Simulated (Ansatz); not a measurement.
# Al2As2 (triplet): what the fields show

```xyz
4

Al   -0.2137   -0.3699    1.2415
Al    0.2136    0.3699   -1.2415
As   -1.9410    0.5139   -0.1809
As    1.9410   -0.5139    0.1809
```

Geometry: B3LYP-D4/def2-SVP.

Level of theory: UKS PBE0-D4/def2-TZVP in Ansatz 0.2.0.

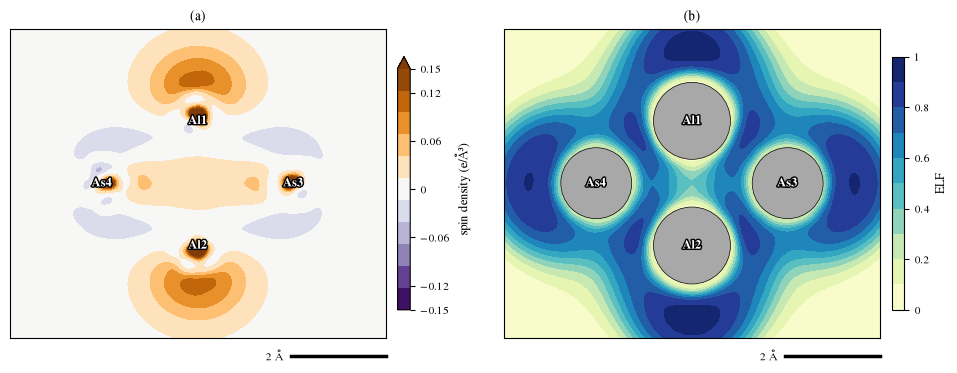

Figure 1. (a) spin density (α minus β); (b) electron localisation function on the molecular plane. Grey discs cover the atomic cores in the ELF map.

What do the fields say about this system?

Answer. Atoms in the plane: Al and As. Al–As (2.41 Å): the ELF peaks at about 0.80 between the atoms; a covalent bond. Al–Al (2.63 Å): the ELF is about 0.40 at the midpoint. The ELF also peaks beside Al2, As3, As4 and Al1, away from the bonds: non-bonding electrons, paired or unpaired. The unpaired spin (2 electrons) lies mostly on As3 (about 0.5), As4 (about 0.5), Al1 (about 0.5) and Al2 (about 0.5), in electrons by Hirshfeld's partition.

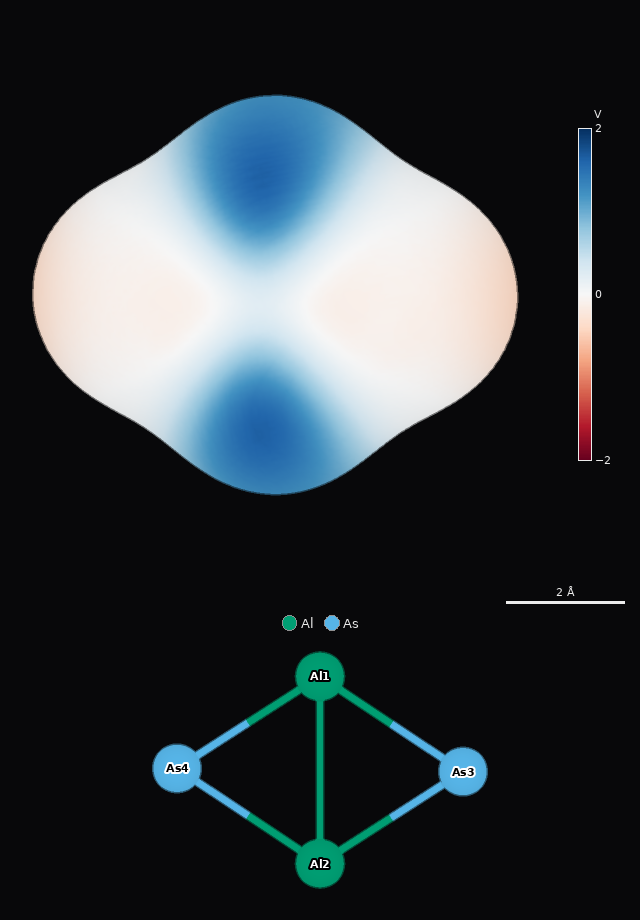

Figure 2. The molecular electrostatic potential painted on the density surface at 0.002 e/bohr³, seen across its widest extent; red is negative and blue positive. The bare structure is drawn below in the same view.

Where is the surface potential most negative and most positive?

Answer. The most negative region (about −0.4 V) lies over As3 and As4, the most positive (about +1.6 V) over Al1 and Al2.

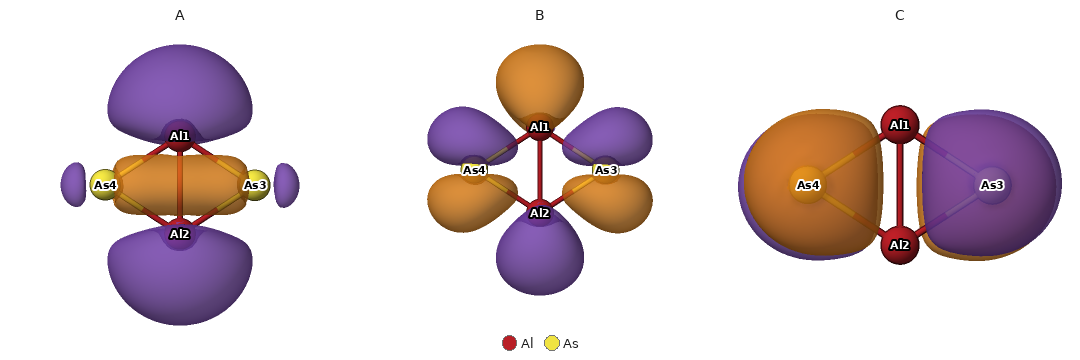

Figure 3. Three frontier orbitals at ±0.06 Å⁻³ᐟ² (orange and purple are the two phases), in no order.

Which picture is the HOMO−1, the HOMO and the LUMO? All are α orbitals.

Answer. C is the HOMO−1 (α) (−6.31 eV). It lies mainly on As3 (about 40 %) and As4 (about 40 %); it changes sign across the molecular plane (π type); it is gerade (even under inversion). A is the HOMO (α) (−6.00 eV). By Hirshfeld shares it lies mainly on Al1 (about 40 %), Al2 (about 40 %), As3 (about 10 %) and As4 (about 10 %); it is symmetric in the molecular plane (an in-plane orbital: σ, lone-pair or in-plane π type); it is gerade (even under inversion). B is the LUMO (α) (−3.08 eV). It lies mainly on Al1 (about 25 %), Al2 (about 25 %), As3 (about 25 %) and As4 (about 25 %); it is symmetric in the molecular plane (an in-plane orbital: σ, lone-pair or in-plane π type); it is ungerade (odd under inversion).

What is the gap between the highest occupied and lowest empty α orbitals?

Answer. 2.92 eV between the orbital energies.
